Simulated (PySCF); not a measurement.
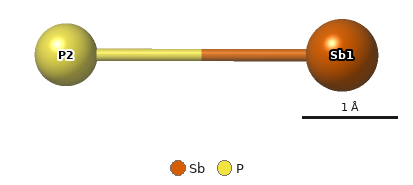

Fig. 1: The input geometry (ball-and-stick view, seen on its broad side; atoms are numbered from 1 in the order of the input). Sticks mark near contacts. Bond lengths as drawn: P–Sb 2.91 Å.

## Run report: SbP (charge +1), single-point calculation

SbP, charge +1, multiplicity 6, computed with UKS-wb97/lanl2dz, stability (PySCF 2.14.0).

Output:
```
PySCF version 2.14.0

[INPUT] verbose = 4
[INPUT] num. atoms = 2
[INPUT] num. electrons = 9
[INPUT] charge = 1
[INPUT] spin (= nelec alpha-beta = 2S) = 5
[INPUT] symmetry False subgroup None
[INPUT] Mole.unit = angstrom
[INPUT] Symbol           X                Y                Z      unit          X                Y                Z       unit  Magmom
[INPUT]  1 Sb     0.000000000000   0.000000000000   0.000000000000 AA    0.000000000000   0.000000000000   0.000000000000 Bohr   0.0
[INPUT]  2 P      0.000000000000   0.000000000000   2.909000000000 AA    0.000000000000   0.000000000000   5.497213296360 Bohr   0.0

nuclear repulsion = 4.54775877380543
number of shells = 8
number of NR pGTOs = 24
number of NR cGTOs = 16
basis = lanl2dz
ecp = {'Sb': 'lanl2dz', 'P': 'lanl2dz'}

******** <class 'pyscf.dft.uks.UKS'> ********
method = UKS
initial guess = minao
damping factor = 0
level_shift factor = 0
DIIS = <class 'pyscf.scf.diis.CDIIS'>
diis_start_cycle = 1
diis_space = 8
diis_damp = 0
SCF conv_tol = 1e-09
SCF conv_tol_grad = None
SCF max_cycles = 50
direct_scf = True
direct_scf_tol = 1e-13
number electrons alpha = 7  beta = 2
XC library pyscf.dft.libxc version 7.0.0
    S. Lehtola, C. Steigemann, M. J.T. Oliveira, and M. A.L. Marques.,  SoftwareX 7, 1–5 (2018)
XC functionals = wb97
    J.-D. Chai and M. Head-Gordon.,  J. Chem. Phys. 128, 084106 (2008)
radial grids:
    Treutler-Ahlrichs [JCP 102, 346 (1995); DOI:10.1063/1.469408] (M4) radial grids

becke partition: Becke, JCP 88, 2547 (1988); DOI:10.1063/1.454033
pruning grids: <function nwchem_prune>
grids dens level: 3
symmetrized grids: False
atomic radii adjust function: <function treutler_atomic_radii_adjust>
small_rho_cutoff = 0
Set gradient conv threshold to 3.16228e-05
tot grids = 41144
init E= -4.42932937594921
  alpha nocc = 7  HOMO = 0.0428061013220789  LUMO = 0.118688783446349
  beta  nocc = 2  HOMO = -0.347994332528646  LUMO = -0.046866212554227

WARN: HOMO 0.0428061013220789 >= LUMO -0.046866212554227

cycle= 1 E= -11.3554552875613  delta_E= -6.93  |g|= 0.328  |ddm|=  2.8
  alpha nocc = 7  HOMO = -0.548863728657472  LUMO = -0.218597199555767
  beta  nocc = 2  HOMO = -0.808736614620035  LUMO = -0.407915182431777
  HOMO = -0.548863728657  LUMO = -0.407915182432  gap/eV = 3.83541
cycle= 2 E= -11.4493568595145  delta_E= -0.0939  |g|= 0.0549  |ddm|= 0.589
  alpha nocc = 7  HOMO = -0.546485893694349  LUMO = -0.170471593174991
  beta  nocc = 2  HOMO = -0.772439878100413  LUMO = -0.332342423104522
  HOMO = -0.546485893694  LUMO = -0.332342423105  gap/eV = 5.82714
cycle= 3 E= -11.4534941473929  delta_E= -0.00414  |g|= 0.0144  |ddm|= 0.122
  alpha nocc = 7  HOMO = -0.541777187875876  LUMO = -0.166560708123194
  beta  nocc = 2  HOMO = -0.764679482066615  LUMO = -0.326250364698048
  HOMO = -0.541777187876  LUMO = -0.326250364698  gap/eV = 5.86478
cycle= 4 E= -11.4541696681969  delta_E= -0.000676  |g|= 0.00648  |ddm|= 0.0434
  alpha nocc = 7  HOMO = -0.543029857470997  LUMO = -0.16548197411065
  beta  nocc = 2  HOMO = -0.765017643713919  LUMO = -0.324832005811479
  HOMO = -0.543029857471  LUMO = -0.324832005811  gap/eV = 5.93747
cycle= 5 E= -11.4543600168203  delta_E= -0.00019  |g|= 0.00226  |ddm|= 0.0254
  alpha nocc = 7  HOMO = -0.543483339620266  LUMO = -0.165400430205919
  beta  nocc = 2  HOMO = -0.765543268691826  LUMO = -0.324789522426533
  HOMO = -0.54348333962  LUMO = -0.324789522427  gap/eV = 5.95096
cycle= 6 E= -11.4543875863303  delta_E= -2.76e-05  |g|= 0.000688  |ddm|= 0.011
  alpha nocc = 7  HOMO = -0.543476188379111  LUMO = -0.165140844837604
  beta  nocc = 2  HOMO = -0.765565964251193  LUMO = -0.324677038803509
  HOMO = -0.543476188379  LUMO = -0.324677038804  gap/eV = 5.95383
cycle= 7 E= -11.4543897888447  delta_E= -2.2e-06  |g|= 0.000114  |ddm|= 0.00342
  alpha nocc = 7  HOMO = -0.54348498876753  LUMO = -0.165128378013649
  beta  nocc = 2  HOMO = -0.765570795576084  LUMO = -0.324680708104116
  HOMO = -0.543484988768  LUMO = -0.324680708104  gap/eV = 5.95397
cycle= 8 E= -11.4543898356073  delta_E= -4.68e-08  |g|= 1.47e-05  |ddm|= 0.000518
  alpha nocc = 7  HOMO = -0.543489671374401  LUMO = -0.165129286263065
  beta  nocc = 2  HOMO = -0.76557395049978  LUMO = -0.324686275385993
  HOMO = -0.543489671374  LUMO = -0.324686275386  gap/eV = 5.95394
cycle= 9 E= -11.4543898361846  delta_E= -5.77e-10  |g|= 4.13e-06  |ddm|= 4.52e-05
  alpha nocc = 7  HOMO = -0.54349044586199  LUMO = -0.165128312144663
  beta  nocc = 2  HOMO = -0.765574438177466  LUMO = -0.324685922817003
  HOMO = -0.543490445862  LUMO = -0.324685922817  gap/eV = 5.95397
Extra cycle  E= -11.4543898362182  delta_E= -3.35e-11  |g|= 1.86e-06  |ddm|= 7.89e-06
converged SCF energy = -11.4543898362182  <S^2> = 8.7550839  2S+1 = 6.0016944
uhf_internal: lowest eigs of H = [0.13476155 0.1347626  0.27963247]
<class 'pyscf.dft.uks.UKS'> wavefunction is stable in the internal stability analysis
uhf_real2complex: lowest eigs of H = [0.05917917 0.05918187 0.13395225]
<class 'pyscf.dft.uks.UKS'> wavefunction is stable in the real -> complex stability analysis
uhf_external: lowest eigs of H = [-0.08203798 -0.02441856 -0.01639059]
<class 'pyscf.dft.uks.UKS'> wavefunction has an UHF/UKS -> GHF/GKS instability

WARN: System has nonzero charge 1; the dipole moment is origin-dependent.
Location of origin: [0. 0. 0.]

Dipole moment(X, Y, Z, Debye): -0.00000, -0.00000,  4.84314
orbital energies (hartree): [array([-0.6072, -0.5435, -0.5435, -0.2557,  0.1871,  0.1912]), array([-0.87  , -0.7656, -0.3247, -0.2805, -0.2805])]
```

The run was set up as follows.

Input:
```python
from pyscf import gto, dft

mol = gto.M(
    atom='Sb 0 0 0; P 0 0 2.909',
    basis='lanl2dz',
    ecp={'Sb': 'lanl2dz', 'P': 'lanl2dz'},
    charge=1,
    spin=5,
    verbose=4,
)
mf = dft.UKS(mol, xc='wb97')
mf.kernel()
mf.stability(internal=True, external=True)
mf.dip_moment()
print('orbital energies (hartree):', [e[max(0, n-3):n+3].round(4) for e, n in zip(mf.mo_energy, mol.nelec)])
```

Command:
```bash
OMP_NUM_THREADS=1 python input.py
```

Key numbers:

- outcome: converged
- SCF energy: −11.454390 hartree
- ⟨S²⟩: 8.755
- stability analysis: internal: stable; real -> complex: stable; UHF/UKS -> GHF/GKS: unstable
- hardware: 1 CPU thread, shared host
- wall time: 6.7 s
